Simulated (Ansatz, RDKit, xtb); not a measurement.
**C6H6FN: which of the isomers drawn lies lowest?**

A sample of isomers of C6H6FN is drawn. Aim: find which of them has the lowest free energy at 298.15 K, then its properties. The sample is small against all isomers, and the most stable one of this formula need not be in it.

Plan: many cheap relaxations first (GFN2-xTB), then density-functional screening, relaxation at B3LYP-D3(BJ)/def2-SVP, vibrations (at GFN2-xTB) and a final energy. The numbers are computed, not measured.

## Step 1: Candidates

Isomers were taken from a list of plausible structures; this is a sample, not all of them. That gives 10 candidates.

| label | SMILES | spin |
| --- | --- | --- |
| c304 | Cc1cncc(F)c1 | singlet |
| c501 | Cc1ccc(F)cn1 | singlet |
| c506 | Cc1ccnc(F)c1 | singlet |
| c514 | Cc1ncccc1F | singlet |
| c536 | Cc1cccnc1F | singlet |
| c670 | Cc1cc(F)ccn1 | singlet |
| c823 | Cc1ccc(F)nc1 | singlet |
| c908 | Cc1cnccc1F | singlet |
| c921 | Cc1cccc(F)n1 | singlet |
| c972 | Cc1ccncc1F | singlet |

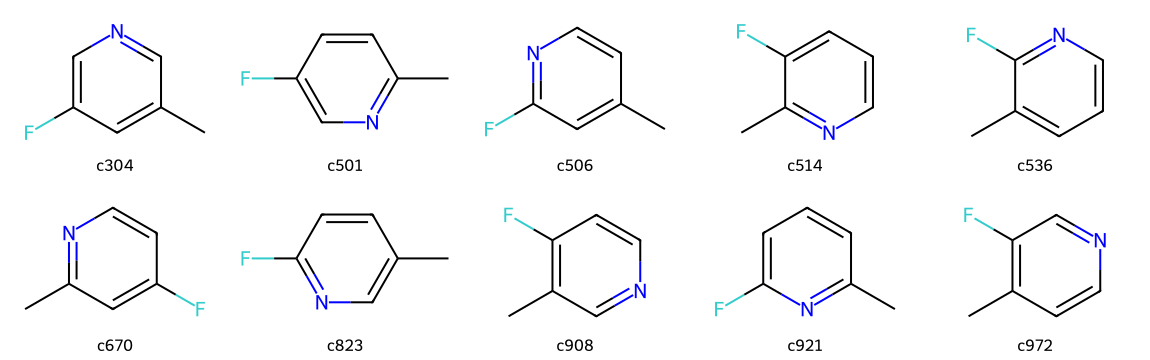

Structural formulas of the candidates.

Candidates are built by distance geometry, with a force field where one applies, in up to four conformers (letters a to d).

## Step 2: First filter: tight binding

All 10 starts are relaxed the same way. One of them, c670a (taken from a list of positional isomers, embedded by distance geometry and MMFF94), in full:

File start.xyz:

```xyz
14
c670a
C     -0.787209     2.117633     0.054598
C     -1.053582     0.885672    -0.838373
C     -1.572644     1.001030    -2.038268
C     -1.820312    -0.146390    -2.810179
C     -1.530309    -1.372000    -2.275872
C     -0.972482    -1.392081    -1.019270
F     -2.397546    -0.051542    -3.982037
N     -0.725728    -0.282547    -0.258536
H     -0.336410     1.829425     0.998069
H     -1.683651     2.669797     0.219022
H     -0.023304     2.805887    -0.470918
H     -1.859288     2.034384    -2.434622
H     -1.692123    -2.279234    -2.828786
H     -0.694392    -2.315360    -0.513637
```

Launch:

```
$ xtb start.xyz --gfn 2 --opt
```

Standard output, shortened:

```text
* xtb version 6.7.1
[...]
          :  # basis functions                  38          :
[...]
          :  # electrons                        42          :
[...]
          :  Hamiltonian                  GFN2-xTB          :
[...]
          :  net charge                          0          :
          :  unpaired electrons                  0          :
[...]
   *** convergence criteria satisfied after 10 iterations ***
[...]
   *** GEOMETRY OPTIMIZATION CONVERGED AFTER 6 ITERATIONS ***
[...]
   *** convergence criteria satisfied after 3 iterations ***
[...]
         ::                     SUMMARY                     ::
         :::::::::::::::::::::::::::::::::::::::::::::::::::::
         :: total energy             -23.554136490128 Eh    ::
         :: gradient norm              0.000692272852 Eh/a0 ::
         :: HOMO-LUMO gap              3.454972011987 eV    ::
         ::.................................................::
         :: SCC energy               -23.883155560141 Eh    ::
         :: -> isotropic ES            0.020528509916 Eh    ::
         :: -> anisotropic ES          0.000828315327 Eh    ::
         :: -> anisotropic XC          0.011914109375 Eh    ::
         :: -> dispersion             -0.009905171374 Eh    ::
         :: repulsion energy           0.329019070013 Eh    ::
         :: add. restraining           0.000000000000 Eh    ::
         :: total charge              -0.000000000000 e     ::
         :::::::::::::::::::::::::::::::::::::::::::::::::::::
[...]
        21        2.0000           -0.3813334             -10.3766 (HOMO)
        22                         -0.2543655              -6.9216 (LUMO)
[...]
     #   Z          covCN         q      C6AA      α(0)
     1   6 C        3.760    -0.122    22.893     6.821
     2   6 C        2.956     0.107    25.637     8.305
     3   6 C        2.915    -0.070    29.746     8.944
     4   6 C        2.797     0.184    24.057     8.035
     5   6 C        2.911    -0.064    29.602     8.922
     6   6 C        2.911     0.058    26.696     8.472
     7   9 F        0.787    -0.221    11.455     3.998
     8   7 N        1.842    -0.229    26.862     7.681
     9   1 H        0.925     0.071     2.075     2.253
    10   1 H        0.925     0.059     2.208     2.324
    11   1 H        0.925     0.060     2.202     2.321
    12   1 H        0.926     0.059     2.214     2.327
    13   1 H        0.926     0.059     2.215     2.327
    14   1 H        0.925     0.051     2.309     2.376
[...]
     #   Z sym  total        # sym  WBO       # sym  WBO       # sym  WBO
 ---------------------------------------------------------------------------
     1   6 C    3.993 --     2 C    1.027     9 H    0.983    10 H    0.968
                            11 H    0.967
     2   6 C    3.978 --     8 N    1.414     3 C    1.383     1 C    1.027
                             5 C    0.109
     3   6 C    3.988 --     4 C    1.415     2 C    1.383    12 H    0.966
                             6 C    0.114
     4   6 C    3.889 --     3 C    1.415     5 C    1.385     7 F    0.964
     5   6 C    3.988 --     6 C    1.432     4 C    1.385    13 H    0.967
                             2 C    0.109
     6   6 C    3.982 --     8 N    1.437     5 C    1.432    14 H    0.963
                             3 C    0.114
     7   9 F    1.101 --     4 C    0.964
     8   7 N    3.063 --     6 C    1.437     2 C    1.414
[...]
molecular dipole:
                 x           y           z       tot (Debye)
 q only:        0.231       0.269       0.569
   full:        0.070       0.273       0.201       0.878
molecular quadrupole (traceless):
[...]
          | TOTAL ENERGY              -23.554136490128 Eh   |
          | GRADIENT NORM               0.000692272852 Eh/α |
          | HOMO-LUMO GAP               3.454972011987 eV   |
           -------------------------------------------------
[...]
```

It took 0.072 s on 2 threads of Intel Xeon at 2.70GHz, shared host.

## Step 3: The minima found

10 of the 10 relaxations converged. 10 distinct structures remain:

| label | start | SMILES after | spin | energy (kcal/mol) |
| --- | --- | --- | --- | --- |
| c921a | drawn | Cc1cccc(F)n1 | singlet | 0.0 |
| c506a | drawn | Cc1ccnc(F)c1 | singlet | 0.5 |
| c823a | drawn | Cc1ccc(F)nc1 | singlet | 1.2 |
| c536a | drawn | Cc1cccnc1F | singlet | 1.4 |
| c670a | drawn | Cc1cc(F)ccn1 | singlet | 1.8 |
| c908a | drawn | Cc1cnccc1F | singlet | 3.2 |
| c501a | drawn | Cc1ccc(F)cn1 | singlet | 3.3 |
| c514a | drawn | Cc1ncccc1F | singlet | 3.4 |
| c304a | drawn | Cc1cncc(F)c1 | singlet | 3.9 |
| c972a | drawn | Cc1ccncc1F | singlet | 3.9 |

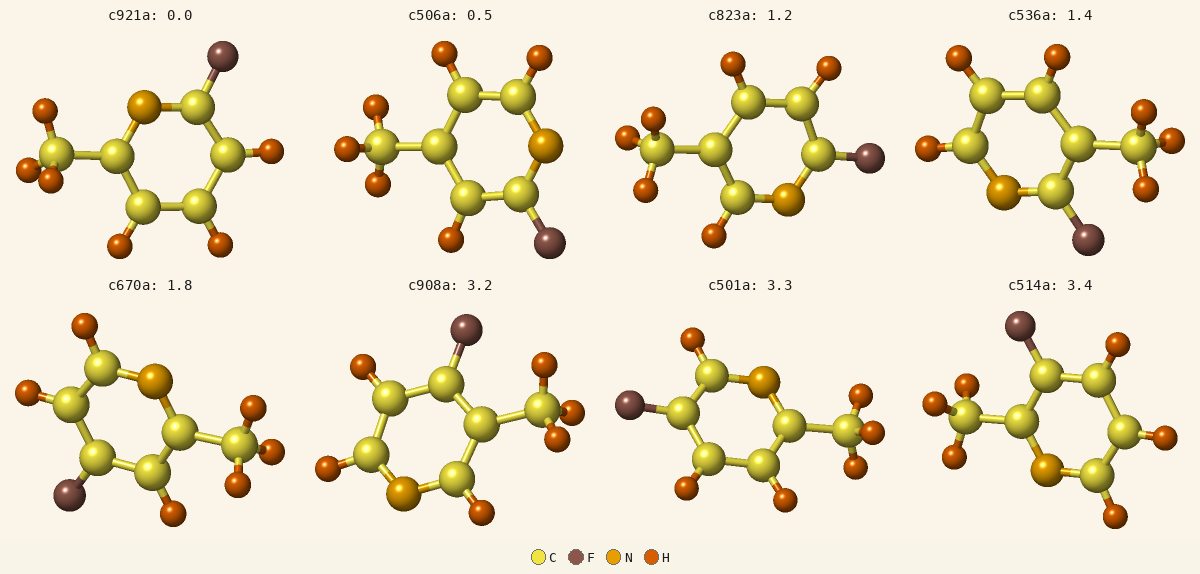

The 8 lowest minima that did not fall apart, with their GFN2-xTB energies in kcal/mol.

## Step 4: Second filter: single points

A choice of the minima (the low ones first, few conformers of a pattern, up to a cap) and the lowest that fell apart get a single point at r2SCAN-D4/def2-SVP on the tight-binding geometry, and one at HF/STO-3G for comparison. Some singlets are also tried as triplets at the same geometry (label ending in t). The first, c921a:

File input.yaml:

```yaml
crystal:
  periodic: [false, false, false]
  atoms:
    - {symbol: C, position_ang: [-0.538936, 1.855547, 0.218908]}
    - {symbol: C, position_ang: [-0.949946, 0.847140, -0.804343]}
    - {symbol: C, position_ang: [-2.233691, 0.829901, -1.344520]}
    - {symbol: C, position_ang: [-2.556104, -0.129569, -2.289835]}
    - {symbol: C, position_ang: [-1.595729, -1.050072, -2.676688]}
    - {symbol: C, position_ang: [-0.355169, -0.934654, -2.070387]}
    - {symbol: F, position_ang: [0.616331, -1.798349, -2.403804]}
    - {symbol: N, position_ang: [-0.029750, -0.035052, -1.174688]}
    - {symbol: H, position_ang: [-0.630398, 2.861846, -0.186433]}
    - {symbol: H, position_ang: [0.491893, 1.677682, 0.508599]}
    - {symbol: H, position_ang: [-1.178624, 1.786034, 1.096952]}
    - {symbol: H, position_ang: [-2.963522, 1.557715, -1.025295]}
    - {symbol: H, position_ang: [-3.544611, -0.162103, -2.723516]}
    - {symbol: H, position_ang: [-1.784650, -1.818978, -3.406792]}
basis:
  gaussian: {orbitals: def2-SVP}
hamiltonian: {xc: {name: r2SCAN}, dispersion: d4}
scf: {lower_state_search: "off"}
output: {orbitals: {seedname: orbitals}}
```

Launch:

```
$ ansatz run input.yaml --threads 2 --pin off --max-ram 5220MiB --events-out events.jsonl --progress --plain --runs-dir runs
```

Standard output, shortened:

```text
Warning: RAYON_NUM_THREADS=2 ignored (pool sized by the plan → 2); use --threads N
Functional definition: r2SCAN
  name "r2SCAN"
[...]
1616 factors; their error is unknown
[...]
mean field -10513.18756391 eV, -386.3525168791 hartree, gradient 7.7e-6 eV, S^2 0.000000; 0 other end points of the search recorded, 0 dependent functions left out
reference -10513.18757348 eV, -386.3525172308 hartree; 29, 29 occupied and 113, 113 virtual orbitals, 1616 factors
Total energy: -10513.28127659 eV, -386.3559607565 hartree
Checks for a lower state left out: stability, starts, cluster_reference, orbital_swaps, neighbouring_geometries, increment
```

Run time: 2.3 s. Hardware: 2 threads of Intel Xeon at 2.70GHz, shared host; peak memory 0.19 GiB.

Relative energies in kcal/mol, each column from its lowest structure that stays in one piece:

| label | SMILES | spin | GFN2-xTB | HF/STO-3G | r2SCAN-D4/def2-SVP |
| --- | --- | --- | --- | --- | --- |
| c921a | Cc1cccc(F)n1 | singlet | 0.0 | 0.0 | 0.0 |
| c536a | Cc1cccnc1F | singlet | 1.4 | 0.9 | 0.8 |
| c506a | Cc1ccnc(F)c1 | singlet | 0.5 | 0.6 | 1.1 |
| c823a | Cc1ccc(F)nc1 | singlet | 1.2 | 1.2 | 2.2 |
| c670a | Cc1cc(F)ccn1 | singlet | 1.8 | 2.9 | 5.6 |
| c514a | Cc1ncccc1F | singlet | 3.4 | 3.9 | 6.4 |
| c908a | Cc1cnccc1F | singlet | 3.2 | 3.7 | 6.5 |
| c972a | Cc1ccncc1F | singlet | 3.9 | 4.5 | 7.9 |
| c501a | Cc1ccc(F)cn1 | singlet | 3.3 | 4.2 | 8.1 |
| c304a | Cc1cncc(F)c1 | singlet | 3.9 | 4.8 | 9.2 |
| c921at | Cc1cccc(F)n1 | triplet | – | – | 94.5 |
| c536at | Cc1cccnc1F | triplet | – | – | 95.8 |
| c506at | Cc1ccnc(F)c1 | triplet | – | – | 98.3 |

## Step 5: Third filter: density-functional geometries

6 candidates are relaxed at B3LYP-D3(BJ)/def2-SVP (chosen among the lowest in one piece). The first, c921a:

input.yaml: that of step 4 with these lines changed.

```diff
@@ -1 +1,4 @@
+basis:
+  gaussian:
+    orbitals: def2-SVP
 crystal:
@@ -10,3 +13,3 @@
     - {symbol: F, position_ang: [0.616331, -1.798349, -2.403804]}
-    - {symbol: N, position_ang: [-0.029750, -0.035052, -1.174688]}
+    - {symbol: "N", position_ang: [-0.029750, -0.035052, -1.174688]}
     - {symbol: H, position_ang: [-0.630398, 2.861846, -0.186433]}
@@ -17,6 +20,8 @@
     - {symbol: H, position_ang: [-1.784650, -1.818978, -3.406792]}
-basis:
-  gaussian: {orbitals: def2-SVP}
-hamiltonian: {xc: {name: r2SCAN}, dispersion: d4}
-scf: {lower_state_search: "off"}
-output: {orbitals: {seedname: orbitals}}
+relax:
+  f_tol: 0.006
+hamiltonian:
+  xc: {name: B3LYP}
+  dispersion: d3bj
+scf:
+  lower_state_search: "off"
```

Launch:

```
$ ansatz run input.yaml --threads 2 --pin off --max-ram 5220MiB --events-out events.jsonl --progress --plain --runs-dir runs
```

Standard output:

```text
Warning: RAYON_NUM_THREADS=2 ignored (pool sized by the plan → 2); use --threads N
The last accepted step is kept in runs//last_step.txt (removed where the run ends without a failure and the disk answers)
Functional definition: B3LYP
  name "B3LYP"
  parameter a0 = 0.2
  parameter ax = 0.72
  parameter ac = 0.81
  exchange = (1 - a0 - ax)*slater_x + ax*b88_x + a0*exact_x
  correlation = (1 - ac)*vwn_rpa_c + ac*lyp_c
these checks for a lower state are left out or cut short: stability, starts, cluster_reference, orbital_swaps, neighbouring_geometries, increment
1642 factors; integrals over basis functions are off by at most 2.7e-4 eV
mean field evaluation 1: about -10509.7727 eV, gradient 6.1e1 eV
mean field evaluation 2: about -10506.9944 eV, gradient 7.0e1 eV
mean field evaluation 4: about -10518.8414 eV, gradient 3.8e0 eV
mean field evaluation 8: about -10518.9370 eV, gradient 4.3e-1 eV
mean field evaluation 16: about -10518.9375 eV, gradient 1.1e-4 eV
mean field -10518.93749520 eV, -386.5638229568 hartree, gradient 5.6e-6 eV, S^2 0.000000; 0 other end points of the search recorded, 0 dependent functions left out
the calculation of the forces begins
reference -10518.93773674 eV, -386.5638318332 hartree; 29, 29 occupied and 113, 113 virtual orbitals, 1642 factors
relax step   1: F+E_penalty+E_count = -10519.55298016 eV  Δ(F+E_penalty+E_count) = +0.000e0 eV  max|allowed force component| = 6.238e-1 eV/Å  Δτ_max = 0.0000 Å  (17 SCF iters, accepted)
these checks for a lower state are left out or cut short: stability, starts, cluster_reference, orbital_swaps, neighbouring_geometries, increment
1642 factors; integrals over basis functions are off by at most 2.9e-4 eV
mean field -10518.97849854 eV, -386.5653298017 hartree, gradient 9.8e-7 eV, S^2 0.000000; 0 other end points of the search recorded, 0 dependent functions left out
the calculation of the forces begins
reference -10518.97874161 eV, -386.5653387344 hartree; 29, 29 occupied and 113, 113 virtual orbitals, 1642 factors
relax step   2: F+E_penalty+E_count = -10519.59140555 eV  Δ(F+E_penalty+E_count) = -3.843e-2 eV  max|allowed force component| = 2.771e-1 eV/Å  Δτ_max = 0.0253 Å  (23 SCF iters, accepted)
these checks for a lower state are left out or cut short: stability, starts, cluster_reference, orbital_swaps, neighbouring_geometries, increment
1642 factors; integrals over basis functions are off by at most 2.9e-4 eV
mean field evaluation 32: about -10518.9824 eV, gradient 2.8e-4 eV
mean field -10518.98242182 eV, -386.5654739796 hartree, gradient 9.7e-7 eV, S^2 0.000000; 0 other end points of the search recorded, 0 dependent functions left out
the calculation of the forces begins
reference -10518.98266541 eV, -386.5654829314 hartree; 29, 29 occupied and 113, 113 virtual orbitals, 1642 factors
relax step   3: F+E_penalty+E_count = -10519.59445871 eV  Δ(F+E_penalty+E_count) = -3.053e-3 eV  max|allowed force component| = 6.610e-2 eV/Å  Δτ_max = 0.0093 Å  (24 SCF iters, accepted)
[... 5 lines left out ...]
relax step   4: F+E_penalty+E_count = -10519.59453191 eV  Δ(F+E_penalty+E_count) = -7.320e-5 eV  max|allowed force component| = 2.040e-2 eV/Å  Δτ_max = 0.0012 Å  (15 SCF iters, accepted)
[... 5 lines left out ...]
relax step   5: F+E_penalty+E_count = -10519.59455218 eV  Δ(F+E_penalty+E_count) = -2.028e-5 eV  max|allowed force component| = 2.428e-2 eV/Å  Δτ_max = 0.0052 Å  (15 SCF iters, accepted)
[... 5 lines left out ...]
relax step   6: F+E_penalty+E_count = -10519.59456308 eV  Δ(F+E_penalty+E_count) = -1.090e-5 eV  max|allowed force component| = 6.908e-3 eV/Å  Δτ_max = 0.0005 Å  (15 SCF iters, accepted)
these checks for a lower state are left out or cut short: stability, starts, cluster_reference, orbital_swaps, neighbouring_geometries, increment
1642 factors; integrals over basis functions are off by at most 2.9e-4 eV
mean field -10518.98251001 eV, -386.5654772203 hartree, gradient 2.7e-6 eV, S^2 0.000000; 0 other end points of the search recorded, 0 dependent functions left out
the calculation of the forces begins
reference -10518.98275356 eV, -386.5654861708 hartree; 29, 29 occupied and 113, 113 virtual orbitals, 1642 factors
relax step   7: F+E_penalty+E_count = -10519.59457865 eV  Δ(F+E_penalty+E_count) = -1.557e-5 eV  max|allowed force component| = 3.174e-3 eV/Å  Δτ_max = 0.0073 Å  (13 SCF iters, accepted)
Total energy: -10519.59482220 eV, -386.5879792786 hartree
Atom 0 at    -0.536993     1.866906     0.228871 Å, force     0.000585     0.000320     0.000694 eV/Å
Atom 1 at    -0.943580     0.846274    -0.800686 Å, force     0.002490    -0.001217     0.000236 eV/Å
Atom 2 at    -2.238256     0.830351    -1.341793 Å, force    -0.000694    -0.000344    -0.000590 eV/Å
Atom 3 at    -2.561892    -0.136440    -2.295732 Å, force    -0.000052    -0.000026     0.000582 eV/Å
Atom 4 at    -1.595442    -1.061661    -2.687704 Å, force    -0.000130    -0.000005    -0.000288 eV/Å
Atom 5 at    -0.344284    -0.946373    -2.079412 Å, force     0.001621     0.000591     0.001380 eV/Å
Atom 6 at     0.612441    -1.812794    -2.424789 Å, force    -0.000303     0.000151    -0.000244 eV/Å
Atom 7 at    -0.017154    -0.046950    -1.181844 Å, force    -0.003174     0.000590    -0.001457 eV/Å
Atom 8 at    -0.615804     2.889254    -0.176036 Å, force     0.000443    -0.000400    -0.000159 eV/Å
Atom 9 at     0.500523     1.687647     0.537775 Å, force    -0.000415    -0.000431     0.000377 eV/Å
Atom 10 at    -1.188843     1.816562     1.116146 Å, force    -0.000366     0.000722    -0.000536 eV/Å
Atom 11 at    -2.976636     1.566133    -1.017102 Å, force    -0.000109     0.000060    -0.000135 eV/Å
Atom 12 at    -3.562621    -0.170824    -2.733046 Å, force    -0.000361    -0.000096     0.000404 eV/Å
Atom 13 at    -1.784364    -1.840998    -3.426490 Å, force     0.000463     0.000084    -0.000264 eV/Å
Dipole moment:    -0.566501     0.258541    -0.013220 e Å
Checks for a lower state left out: stability, starts, cluster_reference, orbital_swaps, neighbouring_geometries, increment
```

Wall time 26 s (2 threads of Intel Xeon at 2.70GHz, shared host); peak memory 0.38 GiB.

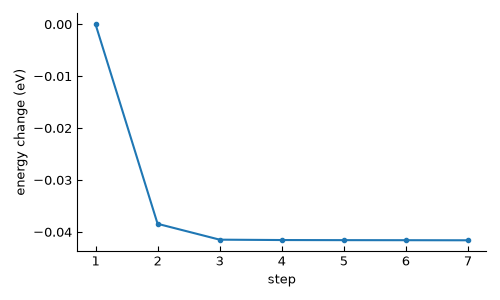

Energy along the run, all evaluated steps.

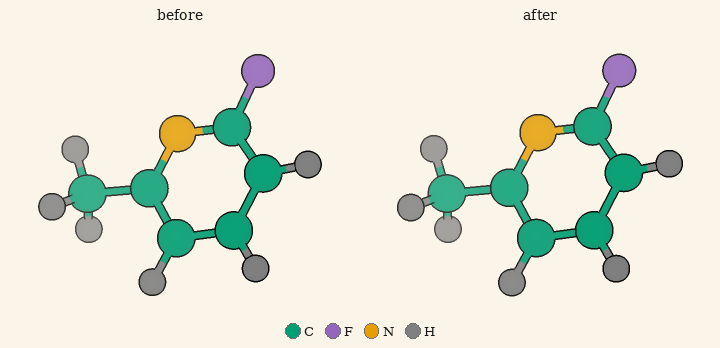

Before and after, at one scale.

After the run. Bond lengths: C1–C2 1.506 Å, C2–C3 1.403 Å, C3–C4 1.396 Å, C4–C5 1.394 Å, C5–C6 1.396 Å, C6–F7 1.336 Å, C2–N8 1.342 Å, C6–N8 1.312 Å, C1–H9 1.102 Å, C1–H10 1.097 Å, C1–H11 1.102 Å, C3–H12 1.092 Å, C4–H13 1.093 Å, C5–H14 1.090 Å. Some angles: C1–C2–C3 121.4°, C1–C2–N8 117.3°, C3–C2–N8 121.3°, C2–C3–C4 119.0°, C3–C4–C5 119.4°, C4–C5–C6 116.4°, C5–C6–F7 118.4°, C5–C6–N8 125.3°, F7–C6–N8 116.3°, C2–N8–C6 118.6°.

## Step 6: Ranking at B3LYP-D3(BJ)/def2-SVP

```csv
label,spin,r2SCAN-D4/def2-SVP (kcal/mol),"B3LYP-D3(BJ)/def2-SVP, relaxed (kcal/mol)",time
c921a,singlet,0.0,0.0,26 s
c536a,singlet,0.8,0.6,45 s
c506a,singlet,1.1,0.9,1.8 min
c823a,singlet,2.2,1.8,1.7 min
c670a,singlet,5.6,4.9,22 s
c514a,singlet,6.4,5.7,23 s
```

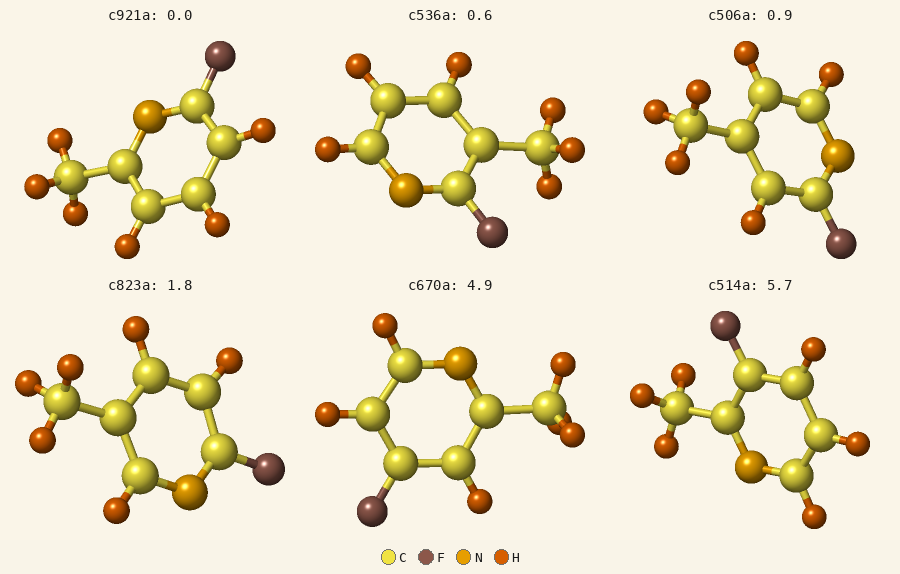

The relaxed structures, with energies at B3LYP-D3(BJ)/def2-SVP in kcal/mol.

## Step 7: Harmonic analysis of the finalists

The lowest few go on as finalists. In this search the thermal terms come from GFN2-xTB at its own nearest minimum. The first, c921a:

File start.xyz:

```xyz
14
c921a
C     -0.536993     1.866906     0.228871
C     -0.943580     0.846274    -0.800686
C     -2.238256     0.830351    -1.341793
C     -2.561892    -0.136440    -2.295732
C     -1.595442    -1.061661    -2.687704
C     -0.344284    -0.946373    -2.079412
F      0.612441    -1.812794    -2.424789
N     -0.017154    -0.046950    -1.181844
H     -0.615804     2.889254    -0.176036
H      0.500523     1.687647     0.537775
H     -1.188843     1.816562     1.116146
H     -2.976636     1.566133    -1.017102
H     -3.562621    -0.170824    -2.733046
H     -1.784364    -1.840998    -3.426490
```

Launch:

```
$ xtb start.xyz --gfn 2 --ohess tight
```

Standard output, shortened:

```text
* xtb version 6.7.1
[...]
          :  # basis functions                  38          :
[...]
          :  # electrons                        42          :
[...]
          :  Hamiltonian                  GFN2-xTB          :
[...]
          :  net charge                          0          :
          :  unpaired electrons                  0          :
[...]
   *** convergence criteria satisfied after 11 iterations ***
[...]
   *** GEOMETRY OPTIMIZATION CONVERGED AFTER 6 ITERATIONS ***
[...]
   *** convergence criteria satisfied after 3 iterations ***
[...]
         ::                     SUMMARY                     ::
         :::::::::::::::::::::::::::::::::::::::::::::::::::::
         :: total energy             -23.557061805985 Eh    ::
         :: gradient norm              0.000106284112 Eh/a0 ::
         :: HOMO-LUMO gap              3.508196943984 eV    ::
         ::.................................................::
         :: SCC energy               -23.887649343752 Eh    ::
         :: -> isotropic ES            0.021582886351 Eh    ::
         :: -> anisotropic ES          0.001134289969 Eh    ::
         :: -> anisotropic XC          0.011425842479 Eh    ::
         :: -> dispersion             -0.009932558484 Eh    ::
         :: repulsion energy           0.330587537767 Eh    ::
         :: add. restraining           0.000000000000 Eh    ::
         :: total charge              -0.000000000000 e     ::
         :::::::::::::::::::::::::::::::::::::::::::::::::::::
[...]
        21        2.0000           -0.3876117             -10.5475 (HOMO)
        22                         -0.2586878              -7.0393 (LUMO)
[...]
molecular dipole:
                 x           y           z       tot (Debye)
 q only:       -0.877       0.741       0.270
   full:       -1.280       0.736       0.100       3.761
molecular quadrupole (traceless):
[...]
          | TOTAL ENERGY              -23.557061805986 Eh   |
          | TOTAL ENTHALPY            -23.444195689695 Eh   |
          | TOTAL FREE ENERGY         -23.483765181018 Eh   |
          | GRADIENT NORM               0.000106294447 Eh/α |
[...]
```

Wall time 0.36 s (2 threads of Intel Xeon at 2.70GHz, shared host).

## Step 8: Thermal terms of the finalists

As xtb prints them, at 298.15 K, with its own treatment of low modes:

```csv
label,SMILES,spin,lowest mode (cm⁻¹),zero-point (kcal/mol),G − E (kcal/mol)
c921a,Cc1cccc(F)n1,singlet,51,65.8,46.0
c536a,Cc1cccnc1F,singlet,44,65.9,46.1
c506a,Cc1ccnc(F)c1,singlet,14,65.8,45.9
c823a,Cc1ccc(F)nc1,singlet,27,65.8,46.0
c670a,Cc1cc(F)ccn1,singlet,56,65.7,45.9
c514a,Cc1ncccc1F,singlet,59,65.7,45.9
```

[end of part 1 of 2]
